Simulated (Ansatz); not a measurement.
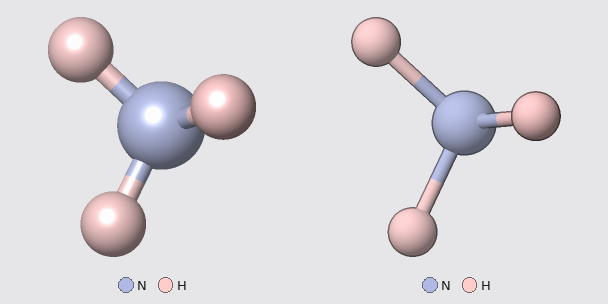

The same structure drawn twice, from different directions.

Computed geometry: PBE0-D4/def2-TZVP optimisation.

> What is the molecular formula?

NH3, 4 atoms: 1 nitrogen and 3 hydrogen.

> How many atoms are distinct by symmetry?

2: 1 N, 3 H.

More results for the same structure follow; atom numbers are the same in all pictures, views and colours differ.

## Shape

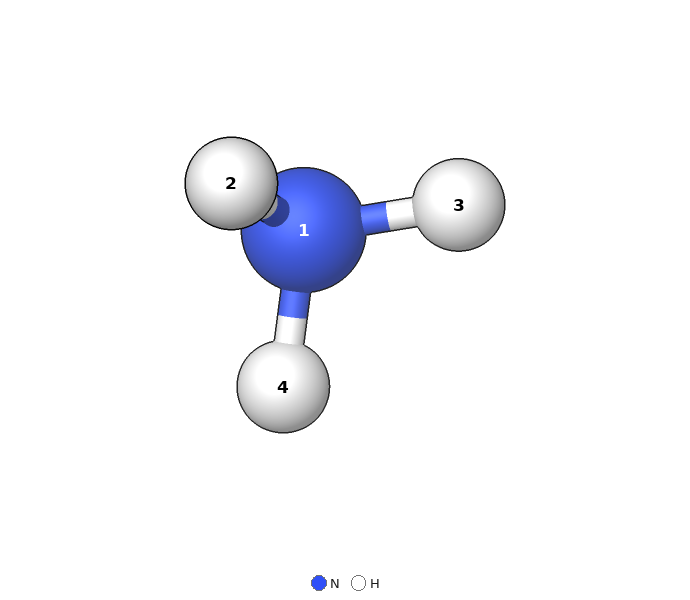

The atoms are numbered.

List the bonds and their lengths.

```json
{"bond": "N1–H2", "length (Å)": "1.013"}
{"bond": "N1–H3", "length (Å)": "1.013"}
{"bond": "N1–H4", "length (Å)": "1.013"}
```

## Charges

The questions are on Mulliken charges. Level of theory: RKS PBE0-D4/def2-TZVP (Ansatz 0.2.0).

List the Mulliken charges.

| atom | value (e) |
| --- | --- |
| N1 | −0.70 |
| H2 | 0.23 |
| H3 | 0.23 |
| H4 | 0.23 |

## Electronic properties

Properties computed with RKS PBE0-D4/def2-TZVPP (Ansatz 0.2.0).

Computed properties:

- HOMO energy (Kohn–Sham orbital): −7.58 eV
- LUMO energy (Kohn–Sham orbital): 1.03 eV
- HOMO–LUMO gap: 8.62 eV

## Thermal motion

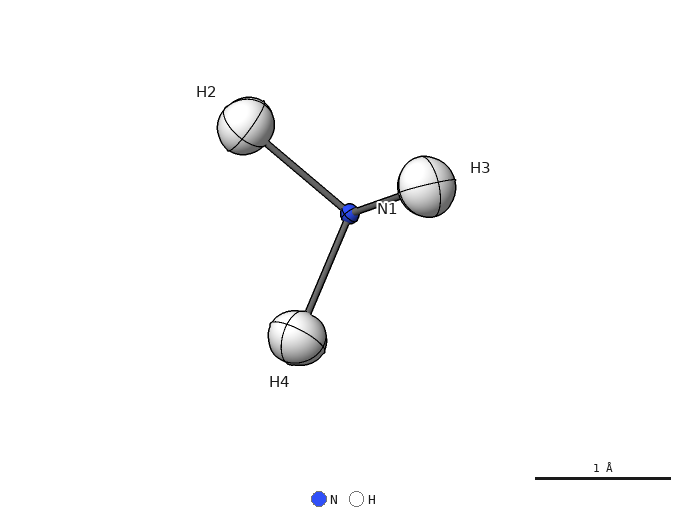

Displacement ellipsoids at the 50 % level, enlarged 2 times, from the internal vibrations of the free molecule (harmonic, no overall translation or rotation; no half-axis is drawn under 0.075 Å). Vibrations computed with RKS PBE0-D4/def2-TZVP (Ansatz 0.2.0). Temperature: 100 K.

> Which atom has the largest mean-square displacement?

H2, H3, H4, with U_eq = 0.0051 Å².

List U_eq and the three principal root-mean-square amplitudes for each kind of atom.

```json
{"atom": "N1", "U_eq (Å²)": "0.00011", "rms amplitudes (Å)": "0.008, 0.008, 0.014"}
{"atom": "H2, H3, H4", "U_eq (Å²)": "0.0051", "rms amplitudes (Å)": "0.066, 0.073, 0.074"}
```

Mulliken values depend strongly on the basis set and can even reverse the polarity of a bond.
